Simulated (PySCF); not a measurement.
C5H3F4O (doublet)

```yaml
atoms:
  - { symbol: F, position_ang: [0.6176, -2.2854, 0.5429] }
  - { symbol: C, position_ang: [0.7523, -1.0021, 0.2410] }
  - { symbol: C, position_ang: [1.9613, -0.3471, 0.1216] }
  - { symbol: O, position_ang: [1.7825, 0.9516, -0.1879] }
  - { symbol: C, position_ang: [0.3908, 1.2106, -0.2847] }
  - { symbol: C, position_ang: [-0.2736, -0.1002, -0.0066] }
  - { symbol: C, position_ang: [-1.7360, -0.2939, 0.0301] }
  - { symbol: F, position_ang: [-2.2754, -0.0179, 1.2430] }
  - { symbol: F, position_ang: [-2.1145, -1.5384, -0.2704] }
  - { symbol: F, position_ang: [-2.3655, 0.5303, -0.8313] }
  - { symbol: H, position_ang: [2.9645, -0.7052, 0.2343] }
  - { symbol: H, position_ang: [0.1222, 1.9953, 0.4388] }
  - { symbol: H, position_ang: [0.1693, 1.6029, -1.2886] }
```

Geometry: GFN2-xTB.

Theory: UKS B3LYP, pcH-1 on C F H O, non-relativistic, mean-field spin-orbit, GIAO (PySCF 2.14.0, density-fitted response routines).

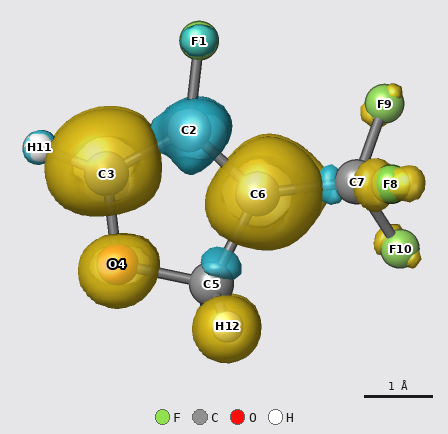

Figure 1. Isosurfaces of the spin density at +0.02 (yellow) and −0.02 e/Å³ (cyan), seen across its widest extent.

**Where is the unpaired spin?**

The unpaired spin (1 electron) lies mostly on C3 (about 0.3), C6 (about 0.3) and O4 (about 0.1), in electrons by Hirshfeld's partition.

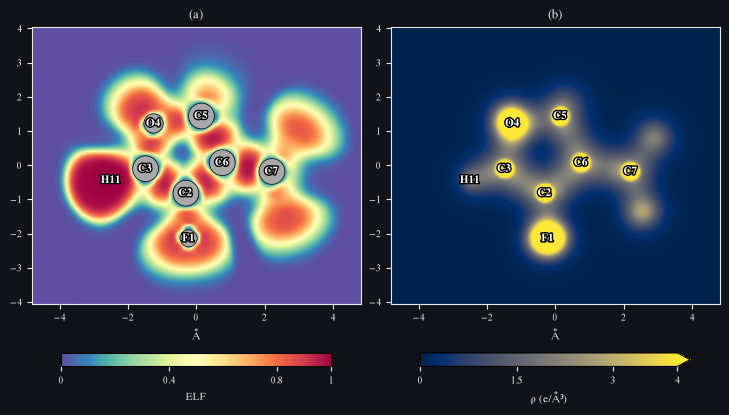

Figure 2. (a) electron localisation function; (b) total electron density on the plane of atoms F1, C2 and C6. Grey discs cover the atomic cores in the ELF map.

**Interpret the plot.**

- The plane passes through F, C, O and H nuclei.
- C–F (1.33 Å): the density is about 2.4 e/Å³ at the midpoint; the ELF peaks at about 0.85 between the atoms, as expected for a polar covalent bond.
- C–O (1.35 Å): ρ at the midpoint is about 2.4 e/Å³, with its minimum of 2 e/Å³ about 0.5 Å from C; the ELF peaks at about 0.90 between the atoms (a shared but strongly polarised pair).
- C–C (1.38 Å): the density is about 2.2 e/Å³ at the midpoint; the ELF peaks at about 0.95 between the atoms: a covalent bond.
- C–H (1.07 Å): the density is about 2.1 e/Å³ at the midpoint; the ELF climbs to about 1 towards the hydrogen, as it does in any bond to H; an ordinary covalent bond to hydrogen.
- C–O (1.42 Å): ρ is about 2 e/Å³ halfway, with its minimum of 1.7 e/Å³ about 0.5 Å from C; the ELF peaks at about 0.90 between the atoms, as expected for a polar covalent bond.
- The ELF also peaks beside F1, F9, F10 and O4, away from the bonds: non-bonding electrons, paired or unpaired.

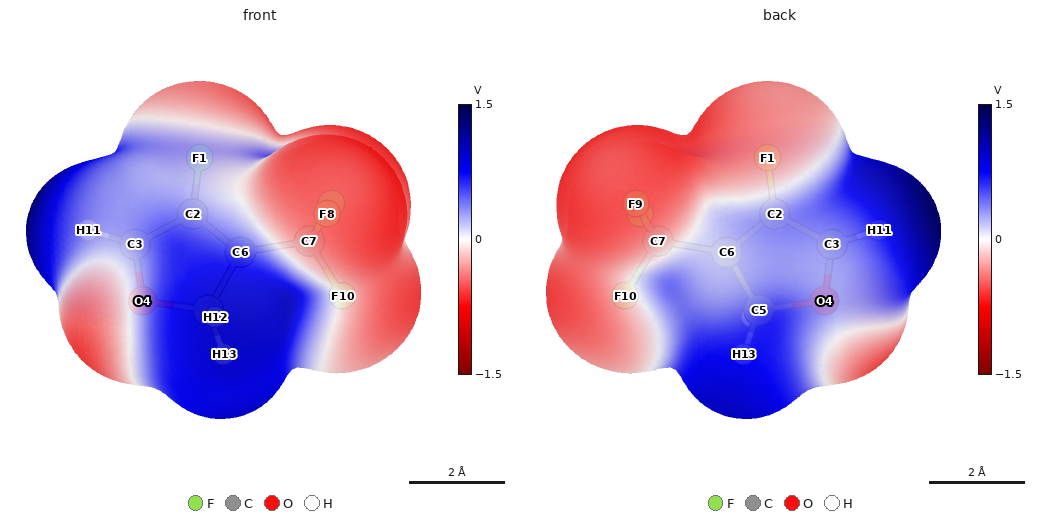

Figure 3. The electrostatic potential painted on the density surface at 0.001 e/bohr³, seen from the front and from behind; the colour scale runs from red (negative) to blue (positive).

**Describe the electrostatic potential map.**

The most negative region (about −0.7 V) lies over F8 and F9, the most positive (about +1.4 V) over H11.
